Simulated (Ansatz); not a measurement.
System: AlH₈.

Input file:

```
crystal:
  lattice:
    - [5.9189003686, 0.0, 0.0]
    - [-2.9594501843, 5.1259180817, 0.0]
    - [0.0, 0.0, 5.4256742557]
  atoms:
    - { symbol: Al, position: [0.0, 0.0, 0.5] }
    - { symbol: H, position: [0.844017731, 0.155982269, 0.5] }
    - { symbol: H, position: [0.844017731, 0.6880354619, 0.5] }
    - { symbol: H, position: [0.3119645381, 0.155982269, 0.5] }
    - { symbol: H, position: [0.0, 0.0, 0.9309840628] }
    - { symbol: H, position: [0.0, 0.0, 0.0690159372] }
    - { symbol: H, position: [0.6666666667, 0.3333333333, 0.0] }
    - { symbol: H, position: [0.3333333333, 0.6666666667, 0.4310340412] }
    - { symbol: H, position: [0.3333333333, 0.6666666667, 0.5689659588] }
basis:
  ecutwfc: 420
kpoints:
  mp_grid: { grid: [9, 9, 8] }
hamiltonian:
  xc: pbe
scf:
  occupations: { method: gaussian, width: 0.1 }
output:
  forces: true
  stress: true
  eigenvalues: true
  write_density: true
  write_potential: true
  elf: true
  volumetric_format: npy
relax:
  adjacent_minimum: "off"
  f_tol: 0.01
  max_steps: 80
  cell: { stress_tol: 0.05 }
```

Command:

```sh
ansatz run input.yaml --threads 1 --pin off --max-ram 2048MiB --backend cpu --events-out ev --progress --plain --runs-dir out
```

Below, planes, directions and counts refer to the conventional cell (a = 6.37 Å, b = 6.37 Å, c = 5.82 Å, α = 90.00°, β = 90.00°, γ = 120.00°).

The fields are those of the relaxed geometry.

Space group P-6m2; a structure generated by program, which may or may not match a known phase; computed without spin polarisation.

These are results of Ansatz, DFT PBE, scalar-relativistic, plane waves, PAW, not measurements.

### Predict the valence pseudo-density between the atoms.

H–H (0.75 Å): the density is about 1.8 e/Å³ at the midpoint.

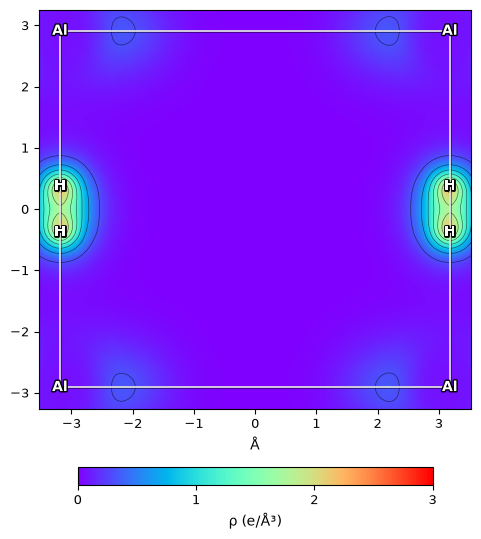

Computed valence pseudo-density on the (010) plane of the conventional cell. 

The density is the valence pseudo-density of a PAW calculation; it isn't the true density close to the nuclei.
